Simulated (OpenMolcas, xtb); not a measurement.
CHClFGeN (SMILES N#[C][GeH]([F])[Cl]): methods side by side

CHClFGeN has 6 atoms, charge 0, and is taken as a singlet. As SMILES, `N#[C][GeH]([F])[Cl]`. The shape is that of a PBE0-D4/def2-TZVP optimisation.

```xyz
6

N    -1.0369   -2.3070    0.0307
C    -0.5440   -1.2673    0.0401
Ge    0.2371    0.4779    0.1077
F     1.8960    0.2538   -0.2766
Cl   -0.6276    1.6481   -1.4239
H     0.1173    1.1304    1.4758
```

Quantity: the dipole moment, in D. The values are calculated.

```
        level            kind     program  value (D)   CPU time
     GFN2-xTB  semi-empirical         xtb       2.77  under 2 s
   HF/cc-pVDZ    Hartree–Fock  OpenMolcas       3.09      9.1 s
SVWN5/cc-pVDZ             LDA  OpenMolcas       2.74       18 s
  PBE/cc-pVDZ             GGA  OpenMolcas       2.66       26 s
M06-L/cc-pVDZ        meta-GGA  OpenMolcas       2.84       32 s
 TPSS/cc-pVDZ        meta-GGA  OpenMolcas       2.67       34 s
 PBE0/cc-pVDZ   global hybrid  OpenMolcas       2.81       23 s
```

All-electron rows without a relativistic Hamiltonian named are non-relativistic. The values span 2.66 to 3.09 D. Magnitudes only. CPU times are rough (shared hosts, several kinds of processor and program).

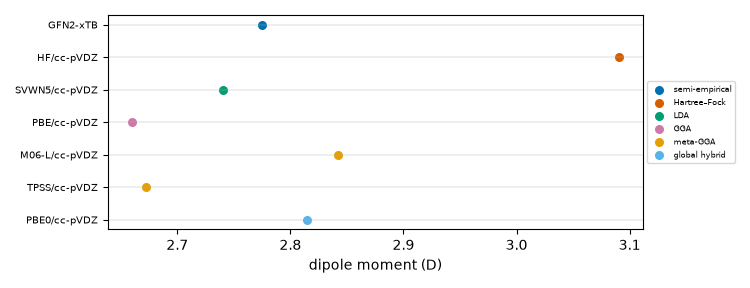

The values of the table, level by level.
